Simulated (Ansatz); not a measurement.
# Mg₈HO₈ (charge +1): geometry relaxation (part 2 of 2)

Mg₈HO₈ (defect cell, 17 atoms in the cell, total charge +1); DFT PBE, scalar-relativistic, plane waves, PAW, no spin polarisation (Ansatz 0.2.0); cutoff 420 eV, 2×2×2 k-mesh, Gaussian smearing of 0.05 eV. The structure derives from an entry of the Crystallography Open Database. It belongs to a series of runs on one base structure; here: end point A relaxed.

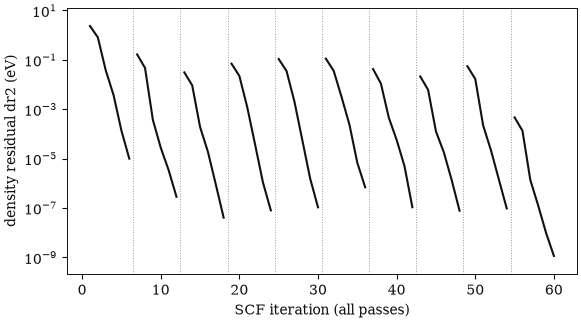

Convergence of the self-consistent field: density residual dr2 against the SCF iteration. The dotted lines part the SCF passes of the relaxation: geometry steps, rejected trials and re-solves on a re-selected basis. The 10 passes take 6 iterations each, 60 in all.

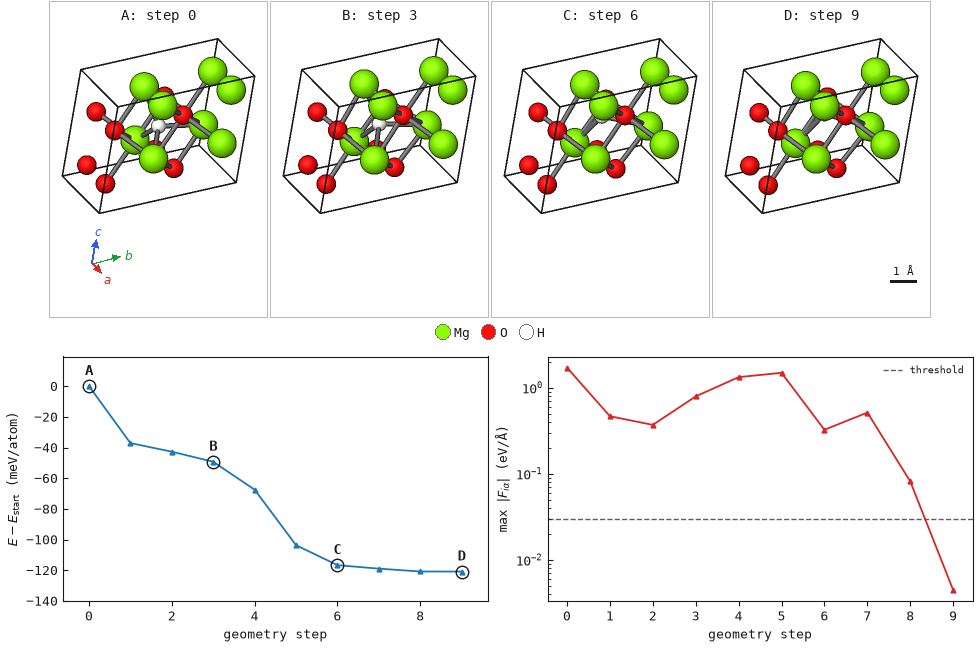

Frames of the relaxation (ball-and-stick view of the cell of the calculation (origin shifted), seen slightly off an axis) above the curves, on which the letters mark them (the first geometry is step 0 here and step 1 in the log).

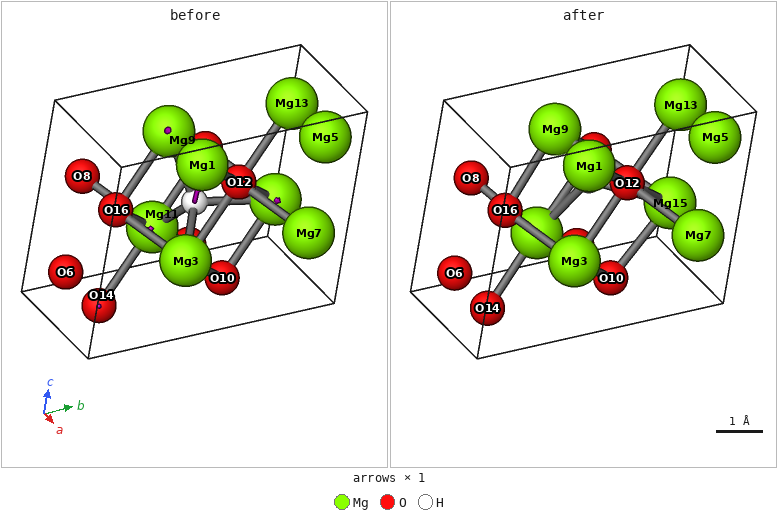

Before (left) and after (right) the relaxation, at one scale (ball-and-stick view of the cell of the calculation (origin shifted), seen slightly off an axis). The pink arrows give the displacements, at true length. The atom that moves furthest is H17 (0.74 Å). By element the largest moves are H 0.74 Å, Mg 0.16 Å, O 0.09 Å. The cell stays as it was. Distances before and after: O4–H17 1.757 → 0.982 Å, Mg3–H17 1.890 → 2.640 Å, O4–Mg11 2.105 → 2.246 Å, Mg11–O14 2.106 → 1.996 Å. New bonds form: O4–H17 (1.76 → 0.98 Å). Bonds break: Mg3–H17 (1.89 → 2.64 Å). Among the angles that change: Mg9–O16–Mg11 90.0° → 98.5°, Mg11–H17–Mg15 110.2° → 117.9°, Mg11–O8–Mg15 90.0° → 82.7°. After 9 geometry steps the energy has fallen by 121 meV per atom. The largest force component goes from 1.7 to 0.0045 eV/Å. (Atoms are counted from 1 in the order of the input.)

```
SCF converged after 6 iterations
Free energy (F): -19977.436978 eV
Harris-Foulkes:  -19977.436978 eV  (|F-HF|=8.48e-10)
Internal energy: -19977.436978 eV  (E = F + TS)
E sigma→0 (E₀):  -19977.436978 eV
Fermi energy:    10.426566 eV
--- Per-component energies (eV) ---
  E_band       = -2332.845798
  E_kinetic    = 2052.901377
  E_local      = -12844.486533  (includes V_loc(G=0)·N_el)
  E_nonlocal   = 1142.861917
  E_hartree    = 4449.391284
  E_xc         = -843.549046
  E_vxc        = -1080.962489  (∫ρ·V_xc dr)
  E_paw        = -3601.239489  (= ΣΔE_a)
  E_vpaw       = -501.961645  (= ΣTr[D̂ρ^β])
  E_aug_tail   = 0.018759  (compensation charges beyond the density's cutoff)
  E_ewald      = -10333.335247
  E_smearing   = -0.000000  (= −TS)
  E_closure    = -0.000000  (closes the sum)
  E_deformation_potential = 18.573318  (in the stress; not in F)
  Σ components = -19977.436978   (vs F -19977.436978, Δ=0.00e0)
--- Forces (eV/Å), atoms counted from 1 ---
  atom   1  Mg     0.00085645    -0.00087039     0.00051864
  atom   2  O     -0.00094499     0.00098671     0.00136182
  atom   3  Mg     0.00248006    -0.00248309    -0.00250726
  atom   4  O     -0.00055549     0.00070524    -0.00033968
  atom   5  Mg    -0.00056706    -0.00088038    -0.00075085
  atom   6  O     -0.00136816     0.00095053     0.00070818
  atom   7  Mg     0.00086903     0.00055392    -0.00075585
  atom   8  O     -0.00089158     0.00136674     0.00068516
  atom   9  Mg     0.00055001     0.00374560    -0.00078785
  atom  10  O      0.00121386     0.00115964    -0.00120468
  atom  11  Mg    -0.00384640    -0.00053996    -0.00077662
  atom  12  O     -0.00115141    -0.00116888    -0.00117247
  atom  13  Mg    -0.00001687     0.00004411    -0.00003276
  atom  14  O      0.00174257    -0.00179218    -0.00154678
  atom  15  Mg     0.00064968    -0.00066511     0.00445551
  atom  16  O      0.00092074    -0.00090625     0.00104825
  atom  17  H      0.00005895    -0.00020596     0.00109845
  max |Σ_I F_I| component: 1.22e-6 eV/Å
--- Relaxed structure (10 steps of the walk, 10 accepted, 0 SCFs on fresh bases) ---
  F+E_penalty+E_count = -19977.43697764 eV   max|allowed force component| = 4.455e-3 eV/Å
  atoms:
    - { symbol: Mg, position: [0.008773841664798459, -0.010590237928995818, 0.0010311265970020431] }
    - { symbol: O, position: [0.25927206907791256, 0.24417763292251612, 0.24839678677035437] }
    - { symbol: Mg, position: [0.0030944018173225726, -0.0013917012374675079, 0.49927081168049114] }
    - { symbol: O, position: [0.2582205235813081, 0.2469232235418929, 0.7475476256261806] }
    - { symbol: Mg, position: [0.008766784602685207, 0.500366842901676, 0.0010397424465145022] }
    - { symbol: O, position: [0.2592712141071743, 0.7477386831843962, 0.2483962183259112] }
    - { symbol: Mg, position: [0.00876642848814238, 0.5003679229267693, 0.4900707868937266] }
    - { symbol: O, position: [0.25927120470797405, 0.7477384727731758, 0.7448378864648817] }
    - { symbol: Mg, position: [0.5164479437568599, -0.019661550871931194, 0.0224701805513374] }
    - { symbol: O, position: [0.7532942667762694, 0.2472788629016906, 0.25171793058739045] }
    - { symbol: Mg, position: [0.5164448261737283, -0.019655249916415624, 0.4809928763078084] }
    - { symbol: O, position: [0.7532908603724726, 0.24727732529140617, 0.7479533756026142] }
    - { symbol: Mg, position: [0.508485262190371, 0.4968187098789862, -0.0025305384631458816] }
    - { symbol: O, position: [0.768081717920077, 0.7435908161763192, 0.24428827827441169] }
    - { symbol: Mg, position: [0.5164259185982156, 0.5217374466493132, 0.48104021194926794] }
    - { symbol: O, position: [0.7532649789706559, 0.7510978207969118, 0.7479415456825456] }
    - { symbol: H, position: [0.46013825719403134, 0.17947618000975618, 0.6803257547027087] }
```

**Trajectory as extended XYZ (Å, eV, eV/Å), 6 of the 10 frames kept, from step=1 to step=10**
```
17
Lattice="0.0000 4.2110 4.2110 4.2110 0.0000 4.2110 4.2110 4.2110 0.0000" Properties=species:S:1:pos:R:3:forces:R:3 step=1 energy=-19975.38223
Mg    0.0000    0.0000    0.0000   -0.6437   0.6692  -0.7967
O     2.1055    2.1055    2.1055   -0.0052   0.0043  -0.0007
Mg    2.1055    2.1055    0.0000   -1.2156   1.1822   1.2762
O     4.2110    4.2110    2.1055   -0.6874   0.7018   0.6623
Mg    2.1055    0.0000    2.1055    0.8022   0.7207   0.6483
O     4.2110    2.1055    4.2110    0.0010   0.0032   0.0056
Mg    4.2110    2.1055    2.1055   -0.7235  -0.8052   0.6766
O     6.3165    4.2110    4.2110   -0.0034  -0.0012   0.0049
Mg    0.0000    2.1055    2.1055    1.5877   1.7101  -1.5164
O     2.1055    4.2110    4.2110    0.4570   0.4308  -0.4729
Mg    2.1055    4.2110    2.1055   -1.6403  -1.5217  -1.4146
O     4.2110    6.3165    4.2110   -0.4625  -0.4909  -0.5181
Mg    2.1055    2.1055    4.2110    0.6611  -0.6359  -0.7071
O     4.2110    4.2110    6.3165    0.0038  -0.0047  -0.0025
Mg    4.2110    4.2110    4.2110    1.3168  -1.3529   1.5309
O     6.3165    6.3165    6.3165    0.5845  -0.5730   0.5202
H     3.1923    5.2473    3.0934   -0.0324  -0.0368   0.1038
17
Lattice="0.0000 4.2110 4.2110 4.2110 0.0000 4.2110 4.2110 4.2110 0.0000" Properties=species:S:1:pos:R:3:forces:R:3 step=3 energy=-19976.10850
Mg   -0.0210    0.0203   -0.0168    0.0506  -0.0433  -0.0328
O     2.1116    2.1008    2.1052   -0.0216   0.0214  -0.0127
Mg    2.0631    2.1452    0.0475    0.1167  -0.1119  -0.1163
O     4.1546    4.2696    2.1582   -0.2823   0.2780   0.2870
Mg    2.1215    0.0181    2.1256    0.0499  -0.0076  -0.0370
O     4.2134    2.1052    4.2069    0.0040   0.0095   0.0103
Mg    4.1936    2.0902    2.1243   -0.0002  -0.0587  -0.0219
O     6.3158    4.2076    4.2094   -0.0033   0.0014   0.0038
Mg    0.0653    2.1808    2.0457   -0.0386  -0.0020   0.0422
O     2.1343    4.2355    4.1792   -0.0712  -0.0475   0.0896
Mg    2.0336    4.1490    2.0518    0.0152   0.0505   0.0499
O     4.1825    6.2835    4.1730    0.0147   0.0358   0.0633
Mg    2.1263    2.0840    4.1916   -0.0690   0.0754   0.0503
O     4.2021    4.2213    6.3231    0.0355  -0.0364  -0.0325
Mg    4.2591    4.1601    4.2769   -0.0718   0.0759  -0.0410
O     6.3625    6.2725    6.3521    0.0305  -0.0393   0.0676
H     3.2058    5.2357    3.0717    0.2409  -0.2010  -0.3696
17
Lattice="0.0000 4.2110 4.2110 4.2110 0.0000 4.2110 4.2110 4.2110 0.0000" Properties=species:S:1:pos:R:3:forces:R:3 step=5 energy=-19976.52960
Mg   -0.0297    0.0286   -0.0132    0.1596  -0.1613  -0.1194
O     2.1037    2.1094    2.1018    0.0400  -0.0380   0.0626
Mg    2.0829    2.1259    0.0292    0.2593  -0.2454  -0.2737
O     4.1096    4.3149    2.2010   -1.0300   1.0470   0.9822
Mg    2.1202    0.0261    2.1361    0.1387  -0.1380  -0.1522
O     4.2176    2.1154    4.2150   -0.0640  -0.0456  -0.0529
Mg    4.1850    2.0907    2.1350    0.1351  -0.1445  -0.1510
O     6.3063    4.2039    4.2174    0.0496   0.0647  -0.0550
Mg    0.0662    2.2163    2.0474   -0.1644   0.1360   0.1574
O     2.1187    4.2252    4.1961   -0.2339  -0.1452   0.2631
Mg    1.9997    4.1500    2.0553   -0.1313   0.1605   0.1408
O     4.1917    6.2963    4.1876    0.1460   0.2334   0.2742
Mg    2.1192    2.0908    4.2009   -0.2159   0.2112   0.2120
O     4.1921    4.2316    6.3327   -0.0161   0.0163   0.0189
Mg    4.2506    4.1687    4.3059   -0.1452   0.1575   0.1039
O     6.3592    6.2753    6.3488   -0.2283   0.2175  -0.1099
H     3.3315    5.1104    2.9283    1.3007  -1.3260  -1.3009
17
Lattice="0.0000 4.2110 4.2110 4.2110 0.0000 4.2110 4.2110 4.2110 0.0000" Properties=species:S:1:pos:R:3:forces:R:3 step=6 energy=-19977.14473
Mg   -0.0320    0.0313   -0.0156    0.1196  -0.1246  -0.0788
O     2.0956    2.1174    2.1059    0.0272  -0.0256   0.0673
Mg    2.0950    2.1153    0.0147    0.1866  -0.1763  -0.2080
O     4.1008    4.3232    2.2101   -1.0332   1.0516   0.9754
Mg    2.1232    0.0296    2.1389    0.0883  -0.1301  -0.1203
O     4.2125    2.1219    4.2213   -0.0652  -0.0270  -0.0323
Mg    4.1813    2.0876    2.1383    0.1310  -0.0896  -0.1263
O     6.3006    4.2096    4.2228    0.0275   0.0636  -0.0312
Mg    0.0541    2.2380    2.0576   -0.1587   0.2009   0.1375
O     2.1036    4.2238    4.2127   -0.1689  -0.1068   0.1861
Mg    1.9777    4.1617    2.0639   -0.2045   0.1463   0.1135
O     4.1945    6.3125    4.2060    0.1229   0.1869   0.2102
Mg    2.1044    2.1058    4.2159   -0.1695   0.1624   0.1829
O     4.1832    4.2403    6.3415   -0.0124   0.0128   0.0142
Mg    4.2416    4.1789    4.3271   -0.0976   0.1090   0.1915
O     6.3404    6.2934    6.3443   -0.2404   0.2347  -0.1481
H     3.4478    4.9889    2.8202    1.4470  -1.4880  -1.3333
17
Lattice="0.0000 4.2110 4.2110 4.2110 0.0000 4.2110 4.2110 4.2110 0.0000" Properties=species:S:1:pos:R:3:forces:R:3 step=8 energy=-19977.40463
Mg   -0.0316    0.0319   -0.0177   -0.0239   0.0238   0.0906
O     2.0844    2.1280    2.1169   -0.0139   0.0107   0.0207
Mg    2.1022    2.1102    0.0024    0.0044  -0.0110   0.0058
O     4.1357    4.2860    2.1818    0.5138  -0.5091  -0.5109
Mg    2.1271    0.0328    2.1392   -0.1067   0.0109   0.0150
O     4.1993    2.1289    4.2298   -0.0100   0.0135   0.0282
Mg    4.1779    2.0832    2.1397   -0.0068   0.1134   0.0108
O     6.2946    4.2237    4.2297   -0.0198   0.0056   0.0313
Mg    0.0339    2.2560    2.0743   -0.0578   0.1043   0.0477
O     2.0854    4.2252    4.2335    0.0739   0.0387  -0.0951
Mg    1.9585    4.1803    2.0772   -0.1086   0.0491   0.0384
O     4.1961    6.3338    4.2310   -0.0322  -0.0602  -0.0900
Mg    2.0820    2.1291    4.2368    0.0269  -0.0276  -0.0192
O     4.1737    4.2493    6.3519    0.0099  -0.0091  -0.0101
Mg    4.2309    4.1915    4.3468   -0.0204   0.0206   0.1107
O     6.3096    6.3232    6.3366    0.0469  -0.0382   0.0127
H     3.5645    4.8663    2.7155   -0.2757   0.2646   0.3133
17
Lattice="0.0000 4.2110 4.2110 4.2110 0.0000 4.2110 4.2110 4.2110 0.0000" Properties=species:S:1:pos:R:3:forces:R:3 step=10 energy=-19977.43698
Mg   -0.0403    0.0413   -0.0076    0.0009  -0.0009   0.0005
O     2.0742    2.1378    2.1200   -0.0009   0.0010   0.0014
Mg    2.0966    2.1155    0.0072    0.0025  -0.0025  -0.0025
O     4.1877    4.2353    2.1272   -0.0006   0.0007  -0.0003
Mg    2.1114    0.0413    2.1440   -0.0006  -0.0009  -0.0008
O     4.1947    2.1378    4.2405   -0.0014   0.0010   0.0007
Mg    4.1707    2.1006    2.1440    0.0009   0.0006  -0.0008
O     6.2852    4.2283    4.2405   -0.0009   0.0014   0.0007
Mg    0.0118    2.2694    2.0920    0.0006   0.0037  -0.0008
O     2.1013    4.2321    4.2134    0.0012   0.0012  -0.0012
Mg    1.9427    4.2002    2.0920   -0.0038  -0.0005  -0.0008
O     4.1909    6.3217    4.2134   -0.0012  -0.0012  -0.0012
Mg    2.0814    2.1306    4.2333    0.0000   0.0000   0.0000
O     4.1600    4.2631    6.3657    0.0017  -0.0018  -0.0015
Mg    4.2227    4.2003    4.3717    0.0006  -0.0007   0.0045
O     6.3125    6.3216    6.3349    0.0009  -0.0009   0.0010
H     3.6206    4.8025    2.6934    0.0001  -0.0002   0.0011
```

The run was set up as follows.

**Input**
```yaml
crystal:
  lattice:
    - [0.0, 4.211, 4.211]
    - [4.211, 0.0, 4.211]
    - [4.211, 4.211, 0.0]
  atoms:
    - { symbol: Mg, position: [0.0, 0.0, 0.0] }
    - { symbol: O, position: [0.25, 0.25, 0.25] }
    - { symbol: Mg, position: [0.0, 0.0, 0.5] }
    - { symbol: O, position: [0.25, 0.25, 0.75] }
    - { symbol: Mg, position: [0.0, 0.5, 0.0] }
    - { symbol: O, position: [0.25, 0.75, 0.25] }
    - { symbol: Mg, position: [0.0, 0.5, 0.5] }
    - { symbol: O, position: [0.25, 0.75, 0.75] }
    - { symbol: Mg, position: [0.5, 0.0, 0.0] }
    - { symbol: O, position: [0.75, 0.25, 0.25] }
    - { symbol: Mg, position: [0.5, 0.0, 0.5] }
    - { symbol: O, position: [0.75, 0.25, 0.75] }
    - { symbol: Mg, position: [0.5, 0.5, 0.0] }
    - { symbol: O, position: [0.75, 0.75, 0.25] }
    - { symbol: Mg, position: [0.5, 0.5, 0.5] }
    - { symbol: O, position: [0.75, 0.75, 0.75] }
    - { symbol: H, position: [0.6113105, 0.1232912, 0.6347906] }
total_charge: 1
basis:
  ecutwfc: 420.0
kpoints:
  mp_grid: { grid: [2, 2, 2] }
hamiltonian:
  xc: pbe
scf:
  occupations: { method: gaussian, width: 0.05 }
  lower_state_search: "off"
relax:
  f_tol: 0.03
  max_steps: 60
  adjacent_minimum: "off"
```

Launch command:
```bash
ansatz run input.yaml --threads 1 --pin off --max-ram 3072MiB --backend cpu --events-out ev --progress --plain --runs-dir out
```

**Summary**

- outcome: converged
- electrons treated: 128
- free energy: −19977.4370 eV
- Fermi energy: 10.427 eV
- final volume: 149.34 Å³
- largest force (length of the vector) at the end: 0.005 eV/Å
- hardware: 1 thread of Intel Xeon @ 2.90GHz (Ice Lake), 176 GiB of memory available, shared host
- wall time: 42 s
- peak memory: 0.45 GiB

The k-point mesh is coarse for a cell of this size, so the results may not be converged.
